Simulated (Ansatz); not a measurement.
# What SiTe (built on the sites of a database entry of SnTe) distorts into

Aim: this structure of SiTe (built on the sites of a database entry of SnTe) is to be tested for unstable modes, and one is followed downhill.

Main program and level: Ansatz 0.2.0; DFT LDA, scalar-relativistic, plane waves, norm-conserving pseudopotentials.

The structure was built from a prototype and need not be the compound's stable phase.

### 1. Set-up

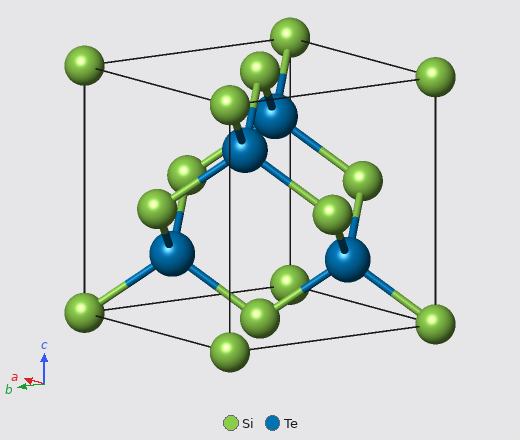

Start, viewed from a free direction; silicon green, tellurium blue. This picture shows the conventional cell, with its axes. Bonds to atoms that aren't drawn are left out. Some periodic images of atoms are drawn too.

### 2. The dispersion

The cell comes from relaxations at this level that are not shown. Stability and thermal properties need the whole zone. Linear response on a 2×2×2 q mesh gives force constants as far as a supercell of that size would.

Contents of input.yaml:

```yaml
crystal:
  lattice:
    - [0.0, 3.1888223209, 3.1888223209]
    - [3.1888223209, 0.0, 3.1888223209]
    - [3.1888223209, 3.1888223209, 0.0]
  atoms:
    - { symbol: Si, position: [0.0, 0.0, 0.0] }
    - { symbol: Te, position: [0.75, 0.75, 0.75] }
kpoints:
  mp_grid: { grid: [10, 10, 10] }
hamiltonian:
  xc: lda
  pseudopotentials: { kind: nc }
scf:
  occupations: { method: methfessel_paxton, width: 0.15 }
output:
  eigenvalues: true
phonons:
  method: dfpt
  qmesh: [2, 2, 2]
  temperatures: { t_max: 1000, t_step: 50 }
  qpath:
    path:
      - [[0.0, 0.0, 0.0], [-0.5, -0.5, 0.0], [-0.375, -0.375, 0.25]]
      - [[-0.375, 0.0, 0.375], [0.0, 0.0, 0.0], [0.0, 0.0, 0.5], [-0.5, -0.25, 0.25], [-0.5, -0.5, 0.0]]
    npoints: 10
```

Run with:

```sh
> ansatz run input.yaml --threads 4 --pin off --max-ram 7168MiB --backend cpu --events-out ev --progress --plain --runs-dir out
```

What it wrote:

```text
Warning: phonons: the dynamical matrix that this run interpolates holds no multipole term above the dipole-dipole one, and a site of this crystal is no centre of inversion, so its interpolated transverse optical and acoustic branches and sound speeds can stay off near Gamma, and the density of states and the thermodynamics with them. What a run solves at a wave vector of phonons.qpoints, Gamma apart, where the deck admits one, is free of this, and under fd what a larger phonons.supercell samples
Engine: ansatz 0.2.0, aarch64-unknown-linux-gnu
Pseudopotentials: kind: nc
Pseudopotential: Si, nc, valence charge 4, recommended cutoff 435.38218 eV (normal), Si.nc.azcp (PseudoDojo's, or run here from an input of PseudoDojo's: the run reads no file of this project's for it)
Pseudopotential: Te, nc, valence charge 16, recommended cutoff 1120 eV (normal), Te.nc.azcp (PseudoDojo's, or run here from an input of PseudoDojo's: the run reads no file of this project's for it)
Functional definition: SPW92
  exchange = slater_x
  correlation = pw_c
Crystal: 2 atoms, lattice volume = 64.852 Å³
Basis set: ecut = 1120 eV, 5577 PW (Γ), exchange–correlation on 100×100×100 points (8 copies of the dense FFT grid, shifted against one another)
Bands: 14, of which v1, the nominal top of the filled ones, is band 10 counted from 1 (9 counted from 0)
Symmetry: 24 space group operations
k-points: 47 of 1000 (time reversal used)
Non-local potential: Si, projectors of the file, l = 0: 2, l = 1: 2, l = 2: 2
Non-local potential: Te, projectors of the file, l = 0: 3, l = 1: 2, l = 2: 2, l = 3: 2
Initial density: superposition of atomic densities (chi_scale 0.1, normalization cell, long waves kept (reshape's long-wave potential 0.00 eV rms))
Initial wavefunctions: pseudopotential atomic-orbital guess
Functional: x = slater, c = lda
SCF iter   1: F=—  HF=-2960.047969 eV  |F-HF|=—  |Δ(HF+E_count)|=         —  Δρ=1.59e-2  dr2=1.81e-1  ethr=3.10e-3  ⟨swp⟩=6.2  Hψ=4112  notcnv=0
preconditioner: auto → Kerker (q_TF=auto, 2.243 Å⁻¹)  [metal: Δε(μ)=0.068 eV  Ē_g=8.625 eV  σ=0.150 eV  W_gap=0.37  n_scr=14 (ndim 8)  ℏωp=14.6 eV  f_vac=0.007  D(μ)=0.76/eV (n_scr^D=0)]
SCF iter   2: F=—  HF=-2960.015980 eV  |F-HF|=—  |Δ(HF+E_count)|=   3.20e-2  S|Δr|=    0.00e0  Δρ=9.75e-3  dr2=6.77e-2  ethr=9.07e-4  ⟨swp⟩=1.0  Hψ=1034  notcnv=0
SCF iter   3: F=—  HF=-2959.996458 eV  |F-HF|=—  |Δ(HF+E_count)|=   1.95e-2  S|Δr|=    0.00e0  Δρ=1.31e-3  dr2=2.61e-3  ethr=3.38e-4  ⟨swp⟩=2.1  Hψ=886  notcnv=0
SCF iter   4: F=—  HF=-2959.996087 eV  |F-HF|=—  |Δ(HF+E_count)|=   3.71e-4  S|Δr|=    0.00e0  Δρ=4.40e-4  dr2=3.12e-4  ethr=1.30e-5  ⟨swp⟩=2.1  Hψ=886  notcnv=0
SCF iter   5: F=—  HF=-2959.996111 eV  |F-HF|=—  |Δ(HF+E_count)|=   2.39e-5  S|Δr|=    0.00e0  Δρ=1.33e-4  dr2=1.07e-5  ethr=1.56e-6  ⟨swp⟩=2.0  Hψ=825  notcnv=0
SCF iter   6: F=—  HF=-2959.996117 eV  |F-HF|=—  |Δ(HF+E_count)|=   6.93e-6  S|Δr|=    0.00e0  Δρ=2.40e-5  dr2=3.69e-7  ethr=5.36e-8  ⟨swp⟩=2.1  Hψ=840  notcnv=0
SCF iter   7: F=—  HF=-2959.996085 eV  |F-HF|=—  |Δ(HF+E_count)|=   3.28e-5  S|Δr|=    0.00e0  Δρ=6.97e-6  dr2=6.69e-8  ethr=1.85e-9  ⟨swp⟩=2.4  Hψ=984  notcnv=0
SCF iter   8: F=—  HF=-2959.996085 eV  |F-HF|=—  |Δ(HF+E_count)|=   2.15e-8  S|Δr|=    0.00e0  Δρ=2.21e-6  dr2=5.36e-9  ethr=3.35e-10  ⟨swp⟩=1.9  Hψ=756  notcnv=0
SCF iter   9: F=—  HF=-2959.996085 eV  |F-HF|=—  |Δ(HF+E_count)|=   2.12e-9  S|Δr|=    0.00e0  Δρ=4.62e-7  dr2=1.17e-10  ethr=2.68e-11  ⟨swp⟩=1.7  Hψ=739  notcnv=0
SCF iter  10: F=-2959.996085 eV  HF=-2959.996085 eV  |F-HF|=4.55e-13  |Δ(HF+E_count)|=  1.52e-10  S|Δr|=    0.00e0  Δρ=7.01e-8  dr2=1.64e-12  ethr=1.00e-12  ⟨swp⟩=8.0  Hψ=4091  notcnv=0
SCF 1 converged in 10 iterations: F = -2959.996085 eV  dr2 = 1.64e-12
Initial density: read from a saved state, or passed on in memory by an earlier SCF of this step, an earlier step, the calling program or the single point that the run made first
iter 1 solved again at ethr=1.65e-7 eV; its pass at ethr=3.10e-3 eV (dr2=3.31e-5 eV) is discarded
SCF iter   1: F=—  HF=-2959.996121 eV  |F-HF|=—  |Δ(HF+E_count)|=         —  Δρ=3.34e-7  dr2=1.05e-10  ethr=1.65e-7  ⟨swp⟩=4.0  Hψ=6423  notcnv=0
eigensolver tolerance schedule: the retry pair's looser diagonalisation over-reported the residual by 315691.62 of it (diagonalisation noise at an unbounded share of the residual, at the tolerance the schedule requests for it); recorded, not acted on — ethr = c·dr2/N_el stays at c = 1.0e-1
preconditioner: auto → Kerker (q_TF=auto, 2.243 Å⁻¹)  [metal: Δε(μ)=0.054 eV  Ē_g=8.611 eV  σ=0.150 eV  W_gap=0.29  n_scr=14 (ndim 8)  ℏωp=14.6 eV  f_vac=0.015  D(μ)=0.70/eV (n_scr^D=0)]
SCF iter   2: F=—  HF=-2959.996085 eV  |F-HF|=—  |Δ(HF+E_count)|=   3.67e-5  S|Δr|=    0.00e0  Δρ=1.40e-7  dr2=1.31e-11  ethr=1.00e-12  ⟨swp⟩=4.0  Hψ=1866  notcnv=0
SCF iter   3: F=-2959.996085 eV  HF=-2959.996085 eV  |F-HF|=3.64e-12  |Δ(HF+E_count)|=  2.73e-12  S|Δr|=    0.00e0  Δρ=1.01e-7  dr2=7.51e-12  ethr=1.00e-12  ⟨swp⟩=4.9  Hψ=2209  notcnv=0
SCF 2 converged in 3 iterations: F = -2959.996085 eV  dr2 = 7.51e-12
phonons: the bands overlap, so this run is a metal and interpolates without the dipole-dipole term. If the crystal is really an insulator or semiconductor, its LO-TO splitting is missing
NSCF: frozen V_eff on 47 k-points
WARN: eigensolver did not converge in 33 slots of this pass, the one above among them; of largest residual over every band (k=14): 1 band(s) unlocked (lowest unlocked band 13, counted from 0; max residual 1.18e-1 eV among the unlocked bands, 1.18e-1 eV over every band); of lowest unlocked band (k=1): band 13
NSCF: frozen V_eff on 102 k-points
DFPT response loops at q = (0, 0, 0) (fractional): preconditioner auto → Kerker (q_TF=auto, 2.243 Å⁻¹) (partly filled bands, converged f_vac=0.015); β = 1.00, the filter's whole step (`scf.mixing.beta` (0.50) is not read by the response loops under this deck's `scf.mixing.preconditioner`; to damp them name `kerker` or `kerker_dos`, under which they read `scf.mixing.beta`, and type it under 1.00, their step now; both keys bind the ground state too); Broyden in place of MSR1
NSCF: frozen V_eff on 564 k-points
DFPT response loops at q = (0, 0, -0.5) (fractional): mixed as the last ones told, above
NSCF: frozen V_eff on 342 k-points
DFPT response loops at q = (0, -0.5, -0.5) (fractional): mixed as the last ones told, above
SCF converged after 10 iterations
Stability not checked: this state was not tested for a lower state beside it, because cold or Methfessel-Paxton smearing, or corrected tetrahedra, fill the levels in a way that the test cannot read (fill_not_monotonic; see scf.lower_state_search)
Free energy (F): -2959.996085 eV
Harris-Foulkes:  -2959.996085 eV  (|F-HF|=4.55e-13)
Internal energy: -2959.996825 eV  (E = F + TS)
E sigma→0 (E₀):  -2959.996270 eV
Entropy (-TS):   0.000741 eV (0.370 meV/atom)
Fermi energy:    6.230856 eV
--- Per-component energies (eV) ---
  E_band       = -305.341113
  E_kinetic    = 1582.816391
  E_local      = -2436.646952  (includes V_loc(G=0)·N_el)
  E_nonlocal   = -766.869144
  E_hartree    = 882.713519
  E_xc         = -698.279017
  E_vxc        = -450.068469  (∫ρ·V_xc dr)
  E_ewald      = -1523.731623
  E_smearing   = 0.000741  (= −TS)
  E_closure    = 0.000000  (closes the sum)
  Σ components = -2959.996085   (vs F -2959.996085, Δ=0.00e0)
--- Band table (eV; the first three rows and the last of 47) ---
  k-point 0: bands = [... 6 lower, 2.0613, 3.7043, 3.7043, 3.7043, 6.7782, 6.7782, 6.7782, 10.5211]
  k-point 1: bands = [... 6 lower, 1.4324, 3.6070, 3.6070, 4.0556, 6.9337, 6.9337, 6.9468, 10.9101]
  k-point 2: bands = [... 6 lower, 0.3645, 3.3889, 3.3889, 4.2667, 7.2773, 7.2773, 7.6552, 11.6893]
  k-point 46: bands = [... 6 lower, -2.0270, 1.5791, 1.7553, 6.6755, 7.2366, 8.9049, 9.1867, 12.4101]
--- Phonons (Γ-DFPT): 2 representative perturbations + reference (Σ response iterations 5) ---
  ASR residual: 9.725e-5 → 0.000e0 eV/Å²; symmetrization residual: 5.080e-6 eV/Å²
  ASR residual per site (eV/Å²): 1.47e-5 9.73e-5
  Γ frequencies (cm⁻¹): 0.00 0.00 0.00 198.91 198.91 198.91
--- Phonons (arbitrary-q DFPT): 3 irreducible q on the 2×2×2 mesh ---
  q = [0.0000, 0.0000, 0.0000] (star 1, of the zone-centre solve; hermiticity 3.03e-6, symmetrization 4.49e-15): -0.00 -0.00 0.00 198.91 198.91 198.91
  q = [0.0000, 0.0000, -0.5000] (star 4, 2 solved perturbations on 282 of 1000 k-point pairs; hermiticity 2.81e-6, symmetrization 2.28e-12, the responses' own estimated error 1.4e-4 eV/Å²): -26.51 -26.51 14.60 173.37 173.37 212.62
  q = [0.0000, -0.5000, -0.5000] (star 3, 4 solved perturbations in 546 linear systems a pass and spin channel, the states on 171 of 1000 k-point pairs; hermiticity 1.15e-5, symmetrization 3.19e-12, the responses' own estimated error 1.8e-4 eV/Å²): -42.58 -42.58 67.03 124.02 124.02 148.60
  sum rule: each row above includes the acoustic sum rule's correction from the zone centre's row sums; it moved no ω² by more than (0.46 cm⁻¹)²
  mesh force constants: q→R imaginary residual 4.28e-17; ASR residual 9.725e-5 → 0.000e0 eV/Å²; symmetrization residual 2.220e-15 eV/Å²
  interpolated dispersion: 62 rows × 6 modes
  density of states and harmonic sums: on the 18×18×18 q-mesh, interpolated from the force constants of a 2×2×2 supercell (no non-analytic term)
  largest difference from the sums on the solved wave vectors: F 7.77e-3 eV, S 2.58e-5 and C_V 1.15e-5 eV/K
  zero-point energy: 0.034333 eV/cell   skipped modes (ω ≤ 0): 387, of them read as no rigid motion or as one in doubt: 384 (1.991e0 modes/cell left out, lowest -51.28 cm⁻¹)   left out of the sums: 3.32e-1 of the cell's modes: C_V's classical limit lies that fraction below 3 k_B per atom; for a crystal, a wire or a layer, F and S can be off by more, and a phonons.interpolated_qmesh denser along its periods is the remedy for the sampling
```

Elapsed: 1.8 min, on 4 threads of Arm Neoverse V1, shared host; peak memory 2.1 GiB; 7 min of CPU time.

In the SCF lines HF is the Harris–Foulkes energy and dr2 the Hartree energy of the density residual, in eV; the loop may stop once dr2 is under the threshold and the program's other checks hold. Hψ counts applications of the Hamiltonian.

This step gave:

* volume per atom: 32.43 Å³
* gap on the k-mesh: 0 eV
* sum-rule residual before enforcement: 9.73e-5 eV/Å²
* lowest frequency on the path: -51.49 cm⁻¹
* point group: -43m
* highest frequency on the path or at a solved wavevector: 212.6 cm⁻¹
* highest optical mode at the zone centre (no LO-TO term): 198.9 cm⁻¹
* lowest optical zone-centre mode: 198.9 cm⁻¹
* lowest mode on the q mesh (acoustic modes at Γ apart): -42.58 cm⁻¹

Frequencies (cm⁻¹) solved at each irreducible wavevector; negative means imaginary. Frequencies by wavevector, by row:

| q in reciprocal lattice units | star | mode 1 | mode 2 | mode 3 | mode 4 | mode 5 | mode 6 |
| --- | --- | --- | --- | --- | --- | --- | --- |
| 0 0 0 | 1 | 0 | 0 | 0 | 198.9 | 198.9 | 198.9 |
| 0 0 -0.5 | 4 | -26.5 | -26.5 | 14.6 | 173.4 | 173.4 | 212.6 |
| 0 -0.5 -0.5 | 3 | -42.6 | -42.6 | 67 | 124 | 124 | 148.6 |

Interpolated from a 2×2×2 q mesh. The phonon branches at the labelled points (cm⁻¹):

| point | branch 1 | branch 2 | branch 3 | branch 4 | branch 5 | branch 6 |
| --- | --- | --- | --- | --- | --- | --- |
| Γ | 0 | 0 | 0 | 199 | 199 | 199 |
| X | -43 | -43 | 67 | 124 | 124 | 149 |
| U | -44 | -39 | 50 | 136 | 153 | 160 |
| jump to K | -44 | -39 | 50 | 136 | 153 | 160 |
| Γ | 0 | 0 | 0 | 199 | 199 | 199 |
| L | -26 | -26 | 15 | 173 | 173 | 213 |
| W | -52 | -29 | 48 | 144 | 147 | 155 |
| X | -43 | -43 | 67 | 124 | 124 | 149 |

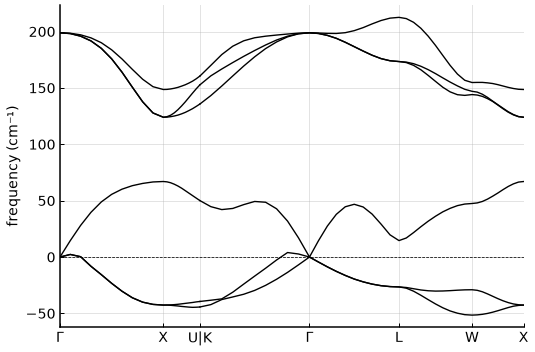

Phonon branches along the path.

Symmetry leaves 3 wavevectors to solve. The lowest mode among them, the acoustic zeros apart, lies at q = (0, -0.5, -0.5) and is imaginary, 42.6i cm⁻¹, so the energy falls along it. Between them the interpolated path dips to 51i cm⁻¹.

### 3. The mode frozen in, largest atomic shift 0 Å

The mode followed lies at q = (0, -0.5, -0.5) with frequency 42.6i cm⁻¹ and is 2-fold degenerate, the softest among the wavevectors solved. At small amplitude the distorted cell has space group no. 20 by a symmetry search on the positions. The undistorted cell that holds it gives the zero of energy on the same k mesh.

System of this step: SiTe (built on the sites of a database entry of SnTe). Symmetry: F-43m, No. 216, cubic system. Conventional cell: a = 6.378 Å, b = 6.378 Å, c = 6.378 Å, α = 90.00°, β = 90.00°, γ = 90.00°. Nearest to Si lie 4 Te at 2.76 Å. Nearest to Te lie 4 Si at 2.76 Å. Farther neighbours and most contacts between anions are not listed.

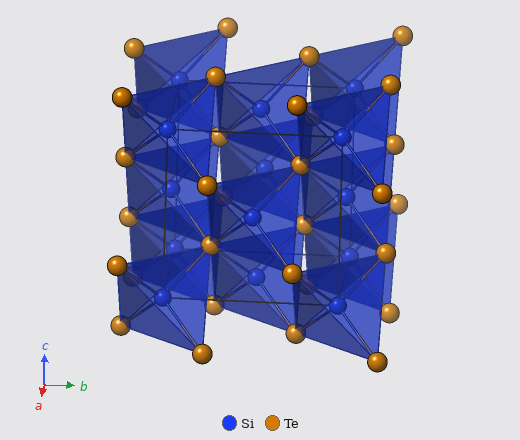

The cell of this step (silicon blue, tellurium orange). Some periodic images of atoms are drawn too.

input.yaml, the sections that differ from step 2:

```yaml
crystal:
  lattice:
    - [0.0, -3.1888223209, -3.1888223209]
    - [0.0, 3.1888223209, -3.1888223209]
    - [6.3776446417, 0.0, 0.0]
  atoms:
    - { symbol: Si, position: [0.5, 0.5, 0.5] }
    - { symbol: Si, position: [0.0, 0.0, 0.0] }
    - { symbol: Te, position: [0.0, 0.5, 0.25] }
    - { symbol: Te, position: [0.5, 0.0, 0.75] }
kpoints:
  mp_grid: { grid: [8, 8, 6] }
output:
  forces: true
  stress: true
  eigenvalues: true
# hamiltonian, scf: as in step 2
# phonons: removed
```

What it wrote:

```text
[...]
Crystal: 4 atoms, lattice volume = 129.703 Å³
Basis set: ecut = 1120 eV, 11091 PW (Γ)
Bands: 24, of which v1, the nominal top of the filled ones, is band 20 counted from 1 (19 counted from 0)
Symmetry: 16 space group operations
[...]
k-points: 60 of 384 (time reversal used)
[...]
P = ⅓ Tr σ = 0.2264 GPa (2.264 kbar)
--- Band table (eV; the first three rows and the last of 60) ---
  k-point 0: bands = [... 16 lower, 3.7118, 3.7118, 3.7145, 5.2709, 5.7649, 6.7818, 6.7818, 6.7818]
  k-point 1: bands = [... 16 lower, 3.5193, 3.5193, 4.2663, 5.2715, 5.8972, 6.6124, 7.0736, 7.0736]
  k-point 2: bands = [... 16 lower, 3.1036, 3.1036, 5.0742, 5.3361, 6.1312, 6.3037, 7.7828, 7.7828]
  k-point 59: bands = [... 16 lower, 1.7376, 1.7376, 6.9209, 6.9209, 7.6398, 7.6398, 8.4633, 8.4633]
[key lines of the parts left out:]
SCF converged after 8 iterations
Free energy (F): -5919.971330 eV
Fermi energy:    6.260047 eV
```

Run time: 17 s. Hardware: 4 threads; peak memory 0.86 GiB; 65 s of CPU time.

Numbers from this step:

```
pressure                         : 0.2264 GPa
energy from the undistorted cell : 0 meV/atom
```

The run ends at a pressure of 0.23 GPa.

### 4. The mode frozen in, largest atomic shift 0.45 Å

The atoms are moved along the unstable eigenvector, the largest shift by 0.45 Å, with the cell fixed.

input.yaml, the sections that differ from step 3:

```yaml
crystal:
  lattice:
    - [0.0, -3.1888223209, -3.1888223209]
    - [0.0, 3.1888223209, -3.1888223209]
    - [6.3776446417, 0.0, 0.0]
  atoms:
    - { symbol: Si, position: [0.4586184115, 0.4586184115, 0.5] }
    - { symbol: Si, position: [0.0413815885, 0.0413815885, 0.0] }
    - { symbol: Te, position: [-0.0705589642, 0.5705589642, 0.25] }
    - { symbol: Te, position: [0.5705589642, -0.0705589642, 0.75] }
# kpoints, hamiltonian, scf, output: as in step 3
```

What it wrote:

```text
[...]
Crystal: 4 atoms, lattice volume = 129.703 Å³
Basis set: ecut = 1120 eV, 11091 PW (Γ)
Bands: 24, of which v1, the nominal top of the filled ones, is band 20 counted from 1 (19 counted from 0)
Symmetry: 4 space group operations
[...]
k-points: 84 of 384 (time reversal used)
[...]
P = ⅓ Tr σ = -1.1620 GPa (-11.620 kbar)
--- Band table (eV; the first three rows and the last of 84) ---
  k-point 0: bands = [... 16 lower, 3.6135, 3.8778, 4.1250, 4.9229, 5.7964, 6.8093, 6.8106, 7.3958]
  k-point 1: bands = [... 16 lower, 3.4945, 3.6527, 4.5857, 5.0334, 5.8531, 6.6098, 6.9777, 7.7254]
  k-point 2: bands = [... 16 lower, 3.1784, 3.2344, 5.2493, 5.2822, 5.9317, 6.2649, 7.6132, 8.3110]
  k-point 83: bands = [... 16 lower, 1.9463, 1.9463, 6.2993, 6.2993, 7.5650, 7.5650, 8.6012, 8.6012]
[key lines of the parts left out:]
SCF converged after 8 iterations
Free energy (F): -5920.074009 eV
Fermi energy:    6.085925 eV
```

It took 23 s on 4 threads; peak memory 1 GiB.

This step gave:

* pressure: -1.162 GPa
* energy from the undistorted cell: -25.57 meV/atom

The energy, extrapolated to zero smearing, is -25.57 meV/atom against the undistorted cell.

The run ends at a pressure of -1.16 GPa, with forces up to 0.013 eV/Å.

### 5. Energy along the mode, all amplitudes (two of the runs are shown above)

An imaginary frequency means negative curvature, so the energy should fall and then rise again as anharmonic terms take over.

This step gave:

| Quantity | Value |
| --- | --- |
| depth at the lowest point sampled | 25.57 meV/atom |
| largest atomic shift at that point | 0.45 Å |

Energy from the parent against largest atomic shift:

| largest atomic shift (Å) | energy from the parent (meV/atom) |
| --- | --- |
| 0.000 | 0 |
| 0.040 | -0.495 |
| 0.080 | -1.89 |
| 0.140 | -5.33 |
| 0.220 | -11.6 |
| 0.320 | -19.9 |
| 0.450 | -25.6 |
| 0.600 | -16.5 |

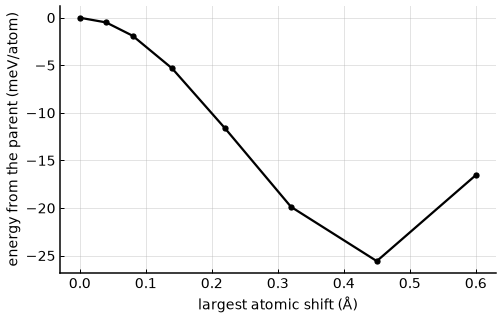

Energy from the parent against largest atomic shift.

Displacement at unit largest shift by atom:

| atom | x (Å) | y (Å) | z (Å) | size |
| --- | --- | --- | --- | --- |
| Si1 | 0.00 | 0.00 | 0.59 | 0.59 |
| Si2 | 0.00 | 0.00 | -0.59 | 0.59 |
| Te3 | 0.00 | 1.00 | 0.00 | 1.00 |
| Te4 | 0.00 | -1.00 | 0.00 | 1.00 |

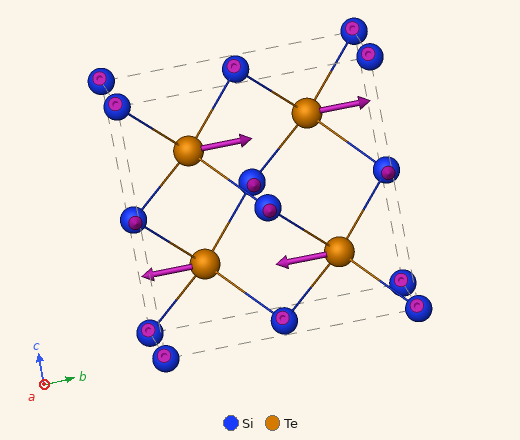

Displacement at unit largest shift as arrows, the longest 1 Å. Bonds to atoms that aren't drawn are left out. Some periodic images of atoms are drawn too.

The lowest of the steps tried is at 0.45 Å, 25.6 meV/atom below the parent; the bottom of the well need not coincide with a step.

(Continued in part 2 of 3.)

[Logs are printed without paths, hosts, clocks, repeated set-up lines and the standing remarks that a program may print on its own settings, such as how far it seeks lower states.]

[Hosts, paths, dates, database ids (printed as entryN), source tags and the programs' standing remarks are cut or masked in the printed files.]
